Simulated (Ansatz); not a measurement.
Geometry relaxation of SiNH7O2 (part 2 of 2)

The same run, continued: SiNH7O2; RKS PBE0-D4/def2-TZVP (Ansatz 0.2.0). The geometry is a transition state displaced along its imaginary mode. The reaction was set up to form Si1–O7 and N2–H6 and to break Si1–N2 and H6–O7 (atoms counted from 1 in the order of the input); sticks are drawn by distance alone.

Geometry of the input (Å):
```
Si -0.7003  0.5006  -0.0964
N  -0.3222  -1.1991  0.3904
H  -0.6433  0.5942  -1.5928
H  -2.1218  0.6593  0.2371
O  -0.0627  1.6989  0.8357
H  0.9880  -0.7508  -0.1131
O  1.5019  -0.0072  -0.3753
H  -0.4553  -1.3893  1.3769
H  -0.8189  -1.9096  -0.1326
H  0.8911  1.7800  0.7777
H  1.7434  0.0230  -1.3076
```

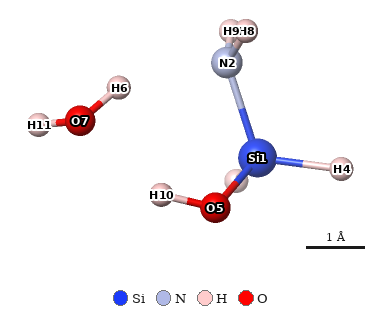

Figure 1. The geometry at step 12 of the log (ball-and-stick view, seen at a tilt; atoms are numbered from 1 in the order of the input).

### Trajectory as extended XYZ, continued
```
11
Properties=species:S:1:pos:R:3:forces:R:3 step=5 energy=-13571.46258
Si   -1.0657    0.5138   -0.0154    0.8369   0.2551   0.3626
N    -0.4525   -1.0914    0.3570   -0.4040   0.0769   0.1081
H    -0.9367    0.5915   -1.4944   -0.0609   0.0628  -0.0206
H    -2.4725    0.7700    0.3741    0.0451   0.0511   0.1223
O    -0.0989    1.5831    0.8112   -0.3975  -0.4405  -0.5350
H     1.2732   -0.6202   -0.1711    1.2044   0.7793  -0.1112
O     2.0799   -0.0232   -0.3417   -1.2210  -0.8143  -0.0670
H    -0.4459   -1.3112    1.3491    0.0622   0.0049  -0.1241
H    -0.8990   -1.8605   -0.1313    0.1083   0.0563  -0.0086
H     0.8388    1.4918    0.5638   -0.2560  -0.0929   0.0408
H     2.1794   -0.0438   -1.3012    0.0824   0.0613   0.2325
11
Properties=species:S:1:pos:R:3:forces:R:3 step=6 energy=-13571.51107
Si   -1.0886    0.5082   -0.0397   -0.4152   0.1576   0.3201
N    -0.5883   -1.1027    0.3517    0.3078   0.1289  -0.5627
H    -1.1210    0.5767   -1.5210   -0.0231  -0.0993  -0.1041
H    -2.4175    0.8555    0.5288   -0.0344   0.0189  -0.1180
O    -0.0733    1.5857    0.6446    0.3408  -0.2125  -0.0046
H     1.4609   -0.6436   -0.1067   -0.5911  -0.5646   0.0263
O     2.0832    0.0649   -0.2632    0.6541   0.5402  -0.0861
H    -0.4458   -1.3397    1.3110   -0.0820  -0.1688   0.5036
H    -0.9383   -1.8881   -0.1729   -0.0324  -0.0151   0.0012
H     0.8527    1.3286    0.4715   -0.1108   0.2243  -0.0289
H     2.2759    0.0544   -1.2040   -0.0139  -0.0097   0.0533
11
Properties=species:S:1:pos:R:3:forces:R:3 step=7 energy=-13571.55354
Si   -1.1372    0.5129    0.0031    0.2395  -0.1471  -0.1584
N    -0.5807   -1.1073    0.3373    0.0966   0.2217   0.4494
H    -1.2317    0.5085   -1.4871   -0.0742   0.0615   0.0481
H    -2.4460    0.8974    0.5989    0.1206  -0.0349   0.0167
O    -0.0357    1.5633    0.5939   -0.3724   0.1207   0.0587
H     1.4668   -0.6156   -0.1272   -0.0143   0.0285  -0.0023
O     2.1719    0.0500   -0.2133   -0.0546  -0.0099   0.0297
H    -0.5457   -1.3931    1.3131   -0.0112   0.0268  -0.2842
H    -0.9270   -1.8639   -0.2278   -0.1032  -0.1009  -0.1036
H     0.8802    1.3567    0.3569    0.1498  -0.1182  -0.0285
H     2.3851    0.0911   -1.1478    0.0235  -0.0483  -0.0255
11
Properties=species:S:1:pos:R:3:forces:R:3 step=8 energy=-13571.56296
Si   -1.1339    0.5113   -0.0064    0.0916  -0.0235  -0.0382
N    -0.5619   -1.1028    0.3218    0.0655   0.0937   0.2924
H    -1.2830    0.5101   -1.4905   -0.0368   0.0350   0.0307
H    -2.4205    0.8845    0.6378    0.0556  -0.0339  -0.0071
O    -0.0316    1.5734    0.5584   -0.2239   0.0490   0.0195
H     1.4276   -0.5701   -0.0995   -0.0152  -0.1283  -0.0166
O     2.1698    0.0527   -0.1895   -0.0469   0.0445   0.1006
H    -0.5307   -1.3992    1.2931   -0.0022   0.0445  -0.2101
H    -0.9233   -1.8532   -0.2463   -0.0320  -0.0472  -0.0636
H     0.8849    1.3385    0.3400    0.1061  -0.0025  -0.0211
H     2.4025    0.0549   -1.1189    0.0384  -0.0314  -0.0865
11
Properties=species:S:1:pos:R:3:forces:R:3 step=9 energy=-13571.57032
Si   -1.1415    0.5237   -0.0151   -0.0791   0.1397   0.0769
N    -0.5107   -1.0696    0.2935   -0.0437  -0.1784  -0.1427
H    -1.3635    0.5484   -1.4890    0.0158  -0.0336   0.0291
H    -2.4097    0.8402    0.6905   -0.0051  -0.0407  -0.0290
O    -0.0697    1.6248    0.5285    0.2296  -0.0820  -0.0655
H     1.4082   -0.6286   -0.0818   -0.0019   0.1135   0.0008
O     2.1228    0.0342   -0.1612    0.1342  -0.1355  -0.4055
H    -0.4619   -1.3783    1.2534   -0.0225   0.0021   0.0897
H    -0.8791   -1.8213   -0.2761    0.0379   0.0619   0.0328
H     0.8535    1.3747    0.3251   -0.1654   0.0908   0.0176
H     2.4516   -0.0481   -1.0677   -0.0998   0.0622   0.3957
11
Properties=species:S:1:pos:R:3:forces:R:3 step=10 energy=-13571.57664
Si   -1.1448    0.5234   -0.0064   -0.0544   0.0002   0.0021
N    -0.5204   -1.0760    0.2978   -0.0271  -0.0632  -0.0306
H    -1.3709    0.5347   -1.4795    0.0089   0.0002   0.0187
H    -2.4114    0.8422    0.6984    0.0038  -0.0130   0.0003
O    -0.0612    1.6176    0.5231    0.0829   0.0131  -0.0269
H     1.3906   -0.6023   -0.1188    0.0750   0.0644   0.0586
O     2.1377    0.0291   -0.1559   -0.0646  -0.0967  -0.1649
H    -0.4831   -1.3872    1.2594    0.0118   0.0136   0.0011
H    -0.8874   -1.8231   -0.2763    0.0117   0.0265   0.0011
H     0.8585    1.3796    0.3058   -0.0416   0.0318   0.0210
H     2.4924   -0.0381   -1.0476   -0.0064   0.0231   0.1195
11
Properties=species:S:1:pos:R:3:forces:R:3 step=11 energy=-13571.57784
Si   -1.1505    0.5251   -0.0019   -0.0047  -0.0230  -0.0328
N    -0.5214   -1.0745    0.2937    0.0029  -0.0051   0.0304
H    -1.3737    0.5379   -1.4735   -0.0171   0.0067  -0.0115
H    -2.4177    0.8334    0.7049    0.0002   0.0013   0.0113
O    -0.0700    1.6254    0.5227    0.0382  -0.0010   0.0232
H     1.3937   -0.5960   -0.1144    0.0132   0.0099   0.0103
O     2.1339    0.0384   -0.1716   -0.0426  -0.0300   0.0315
H    -0.4776   -1.3862    1.2552   -0.0022  -0.0070  -0.0165
H    -0.8866   -1.8199   -0.2826    0.0040   0.0079  -0.0007
H     0.8505    1.3929    0.3094   -0.0117   0.0290  -0.0234
H     2.5195   -0.0766   -1.0419    0.0199   0.0112  -0.0219
11
Properties=species:S:1:pos:R:3:forces:R:3 step=12 energy=-13571.57884
Si   -1.1532    0.5260   -0.0014   -0.0021  -0.0116  -0.0187
N    -0.5176   -1.0734    0.2859   -0.0094  -0.0067   0.0300
H    -1.3988    0.5406   -1.4702   -0.0060   0.0034   0.0034
H    -2.4115    0.8293    0.7240    0.0061   0.0011   0.0071
O    -0.0686    1.6288    0.5107    0.0049  -0.0016   0.0023
H     1.3900   -0.5958   -0.1078    0.0164   0.0101   0.0006
O     2.1328    0.0366   -0.1591   -0.0101  -0.0197  -0.0182
H    -0.4726   -1.3900    1.2459   -0.0025   0.0012  -0.0230
H    -0.8853   -1.8160   -0.2925    0.0073   0.0058  -0.0014
H     0.8501    1.4004    0.2863    0.0025   0.0109  -0.0070
H     2.5348   -0.0865   -1.0219   -0.0071   0.0070   0.0250
11
Properties=species:S:1:pos:R:3:forces:R:3 step=13 energy=-13571.57925
Si   -1.1575    0.5267   -0.0006    0.0076  -0.0034   0.0023
N    -0.5157   -1.0724    0.2785   -0.0167   0.0052   0.0173
H    -1.4267    0.5428   -1.4656    0.0010  -0.0002   0.0122
H    -2.4045    0.8255    0.7466    0.0086   0.0009  -0.0008
O    -0.0685    1.6327    0.4964   -0.0195  -0.0035  -0.0132
H     1.3885   -0.5945   -0.1036    0.0106   0.0016  -0.0093
O     2.1320    0.0371   -0.1489    0.0230  -0.0019  -0.0402
H    -0.4707   -1.3944    1.2366   -0.0019   0.0027  -0.0181
H    -0.8833   -1.8120   -0.3039    0.0074   0.0006  -0.0025
H     0.8486    1.4083    0.2631    0.0091  -0.0037   0.0037
H     2.5579   -0.1000   -0.9985   -0.0294   0.0017   0.0485
11
Properties=species:S:1:pos:R:3:forces:R:3 step=14 energy=-13571.49100 accepted=F
Si   -1.1506    0.5361    0.0060   -0.7579  -0.9209  -0.0760
N    -0.5544   -1.0671    0.2914    0.2043   0.0740  -0.8060
H    -1.4368    0.5342   -1.4140   -0.1901  -0.0468  -0.7884
H    -2.3631    0.8391    0.7576   -0.4341   0.1016   0.2666
O    -0.0924    1.6447    0.4239    1.3069   0.8396   0.5334
H     1.3966   -0.6008   -0.1171   -0.0880   0.0429   0.1666
O     2.1255    0.0462   -0.1450   -0.4577  -0.0233   0.7153
H    -0.4793   -1.4039    1.2212    0.0191  -0.3282   0.7941
H    -0.8362   -1.8097   -0.3349   -0.0280   0.1329   0.0969
H     0.8382    1.3884    0.2822   -0.1129   0.1465  -0.0745
H     2.5525   -0.1073   -0.9713    0.5384  -0.0183  -0.8280
11
Properties=species:S:1:pos:R:3:forces:R:3 step=15 energy=-13571.57936
Si   -1.1589    0.5280    0.0018    0.0101   0.0016  -0.0177
N    -0.5158   -1.0696    0.2796    0.0011  -0.0021   0.0208
H    -1.4413    0.5371   -1.4599   -0.0042   0.0035  -0.0022
H    -2.3972    0.8285    0.7612   -0.0011  -0.0012   0.0038
O    -0.0671    1.6385    0.4801   -0.0018   0.0117   0.0082
H     1.3879   -0.5936   -0.0924    0.0080   0.0116   0.0032
O     2.1320    0.0371   -0.1439   -0.0040  -0.0050   0.0096
H    -0.4870   -1.4035    1.2337    0.0057  -0.0049  -0.0069
H    -0.8575   -1.8054   -0.3220   -0.0157  -0.0081  -0.0046
H     0.8512    1.4096    0.2548   -0.0063  -0.0064  -0.0048
H     2.5536   -0.1068   -0.9931    0.0080  -0.0007  -0.0095
11
Properties=species:S:1:pos:R:3:forces:R:3 step=16 energy=-13571.57951
Si   -1.1608    0.5275    0.0009   -0.0137  -0.0119  -0.0001
N    -0.5186   -1.0714    0.2757    0.0030   0.0060  -0.0077
H    -1.4508    0.5395   -1.4592    0.0004  -0.0008  -0.0042
H    -2.3957    0.8275    0.7662   -0.0039   0.0015   0.0019
O    -0.0674    1.6370    0.4770    0.0127   0.0083   0.0010
H     1.3909   -0.5884   -0.0936    0.0172  -0.0021  -0.0043
O     2.1379    0.0391   -0.1401   -0.0208  -0.0020   0.0122
H    -0.4806   -1.4032    1.2300    0.0012  -0.0039   0.0050
H    -0.8714   -1.8074   -0.3199    0.0006   0.0041   0.0018
H     0.8499    1.4079    0.2483    0.0014   0.0032   0.0018
H     2.5666   -0.1080   -0.9852    0.0019  -0.0024  -0.0073
11
Properties=species:S:1:pos:R:3:forces:R:3 step=17 energy=-13571.57949 accepted=F
Si   -1.1625    0.5281    0.0005    0.0013  -0.0096   0.0038
N    -0.5185   -1.0707    0.2737   -0.0041  -0.0037  -0.0066
H    -1.4536    0.5411   -1.4596   -0.0005  -0.0013   0.0001
H    -2.3971    0.8271    0.7670   -0.0013   0.0005  -0.0006
O    -0.0691    1.6378    0.4770    0.0045   0.0037  -0.0030
H     1.3968   -0.5976   -0.0955    0.0047   0.0201  -0.0075
O     2.1360    0.0391   -0.1396   -0.0018  -0.0108  -0.0023
H    -0.4744   -1.4008    1.2284   -0.0044  -0.0010   0.0026
H    -0.8780   -1.8073   -0.3175    0.0050   0.0071   0.0047
H     0.8480    1.4089    0.2473    0.0011  -0.0042   0.0024
H     2.5723   -0.1058   -0.9816   -0.0046  -0.0008   0.0064
11
Properties=species:S:1:pos:R:3:forces:R:3 step=18 energy=-13571.57956
Si   -1.1616    0.5278    0.0010   -0.0007  -0.0031   0.0001
N    -0.5184   -1.0709    0.2754   -0.0003   0.0019  -0.0005
H    -1.4522    0.5392   -1.4593   -0.0003   0.0001  -0.0003
H    -2.3963    0.8278    0.7668   -0.0005   0.0002   0.0000
O    -0.0678    1.6378    0.4762    0.0005   0.0021  -0.0007
H     1.3927   -0.5927   -0.0963    0.0041   0.0021   0.0002
O     2.1364    0.0386   -0.1395   -0.0033  -0.0016   0.0000
H    -0.4792   -1.4026    1.2298    0.0008  -0.0014   0.0001
H    -0.8727   -1.8068   -0.3193   -0.0010   0.0012   0.0002
H     0.8496    1.4079    0.2484    0.0009  -0.0013   0.0005
H     2.5693   -0.1061   -0.9831   -0.0003  -0.0002   0.0004
```

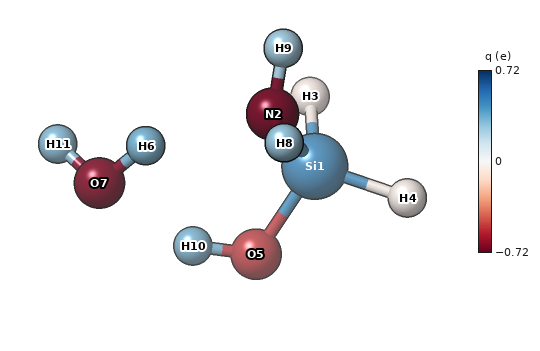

Figure 2. Mulliken charges, as the colour of each atom (ball-and-stick view, seen at a tilt; atoms are numbered from 1 in the order of the input). By element: Si +0.47, N −0.69, H −0.06 to +0.35 and O −0.66 to −0.52 e.
